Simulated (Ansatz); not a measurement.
Molecule (SMILES): [SiH2] (SiH2) (closed-shell singlet).
Geometry (B3LYP-D3(BJ)/def2-TZVP, fixed):
```xyz
3

Si     0.0052     0.0009     0.1327
H     -0.0342     1.0849    -0.9366
H     -0.0389    -1.0973    -0.9218
```

Basis-set convergence of the dipole moment at HF with Ansatz (a program for electronic structure). Dipoles come from the density behind the forces; the sign is taken along the dipole that this method gives in the largest set. All functions are spherical. The program fits the integrals of some runs and decomposes those of others, by size. A restricted Hartree-Fock determinant is unstable towards unrestricted orbitals. No added dispersion term, no relativity. Reference: the value in aug-pcseg-3, 0.242 D, itself unsure by roughly 0.005 D (its mean distance from aug-cc-pV(Q+d)Z, def2-QZVPPD). Deviations are taken from unrounded values.

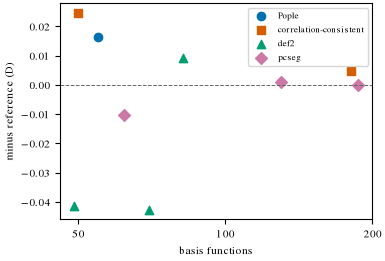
Deviation from the reference against the number of basis functions, by family of sets.

| basis | functions | dipole moment (D) | minus reference (D) |
|---|---|---|---|
| def2-TZVP | 49 | 0.200 | -0.042 |
| aug-cc-pV(D+d)Z | 50 | 0.267 | 0.025 |
| 6-311++G(2d,2p) | 55 | 0.258 | 0.016 |
| pcseg-2 | 62 | 0.232 | -0.010 |
| def2-TZVPP | 70 | 0.199 | -0.043 |
| def2-TZVPPD | 82 | 0.251 | 0.009 |
| pcseg-3 | 130 | 0.243 | 0.001 |
| aug-cc-pV(Q+d)Z | 181 | 0.247 | 0.005 |
| aug-pcseg-3 | 187 | 0.242 | 0.000 |
